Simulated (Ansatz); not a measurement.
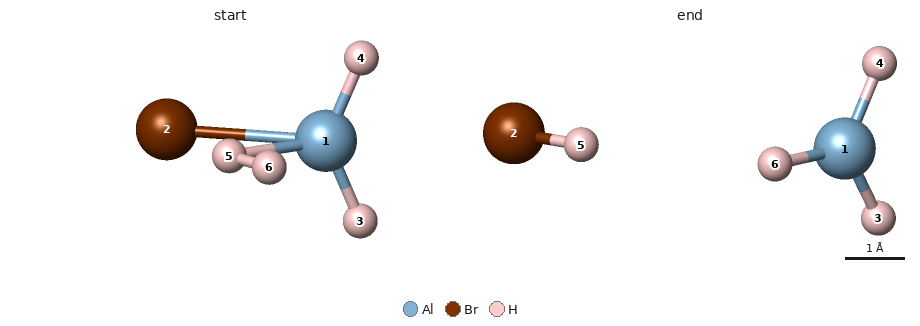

The structure of AlH4Br (coarse preliminary run) before (left) and after (right) a saddle-point search, at one scale.

Style: ball-and-stick. Shown at a tilt.

The reaction that was planned forms Al1–H6, Br2–H5 and breaks Al1–Br2, H5–H6 (atoms numbered from 1 in input order).

Theory: RKS PBE0-D4/def2-SVP (Ansatz). 

What changed between the two?

Answer. The relaxation stopped without meeting its thresholds, so the last structure isn't shown to be converged. The search stopped after 47 steps with a largest force component of 0.03 eV/Å and a curvature of −0.03 eV/Å² along the mode that it followed. The largest moves after the best rigid fit, 1.96 Å, are those of Br2 and H5. Largest moves by element: Br 1.96 Å, H 1.94 Å, Al 1.11 Å. Some distances before and after: Al1–Br2 2.810 → 5.747 Å, Al1–H5 1.967 → 4.534 Å, H5–H6 0.979 → 3.485 Å, Br2–H5 1.996 → 1.423 Å. New bonds form: Al1–H6 (2.00 → 1.59 Å), Br2–H5 (2.00 → 1.42 Å). Bonds break: Al1–Br2 (2.81 → 5.75 Å). Among the angles between lasting bonds that change: H3–Al1–H4 134.4° → 120.5°. The run took roughly 5 core-minutes on a shared host.
